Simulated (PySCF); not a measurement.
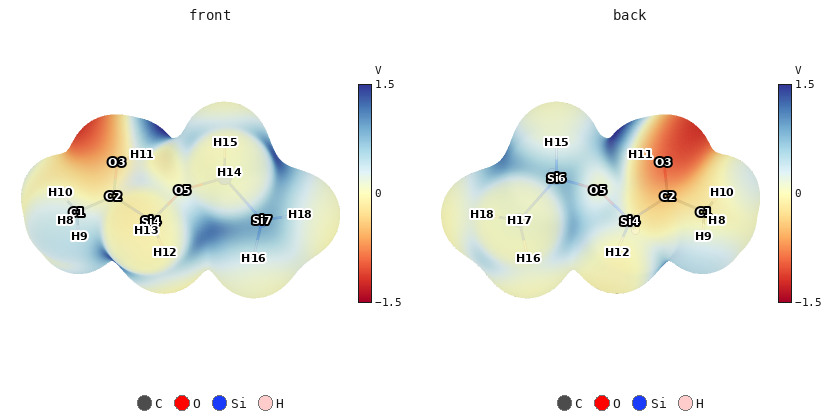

Figure 1: C₂H₁₁O₂Si₃ (SMILES C[C](O)[SiH2]O[SiH2][SiH3]) (doublet). The electrostatic potential painted on the density surface at 0.001 e/bohr³, seen from the front and from behind; the colour scale runs from red (negative) to blue (positive).

Geometry: GFN2-xTB.

The calculation used PySCF, UKS B3LYP, pcH-1 on C H O Si, non-relativistic, mean-field spin-orbit, GIAO.

```
atom    x (Å)    y (Å)    z (Å)
   C  -3.3918  -0.2876   0.6942
   C  -2.1123  -0.0572  -0.0304
   O  -2.1658  -0.3406  -1.3656
  Si  -0.5613   0.5586   0.7596
   O   0.4478   0.5970  -0.5251
  Si   1.9388   0.7887  -1.1463
  Si   3.4568  -0.3932   0.1126
   H  -3.7419   0.6325   1.1637
   H  -3.2581  -1.0224   1.4891
   H  -4.1506  -0.6442   0.0023
   H  -1.2984  -0.1524  -1.7470
   H   0.0286  -0.3471   1.7557
   H  -0.6312   1.9188   1.3078
   H   2.1639   2.2388  -1.2028
   H   1.7336   0.3140  -2.5227
   H   3.3388  -0.1690   1.5596
   H   3.3625  -1.8477  -0.0685
   H   4.8318  -0.0276  -0.2479
```

Q: Describe the electrostatic potential map.

A: The most negative region (about −1.2 V) lies over O3, the most positive (about +1.4 V) over Si4, Si6 and H11. O3 is the likeliest acceptor of a hydrogen bond.
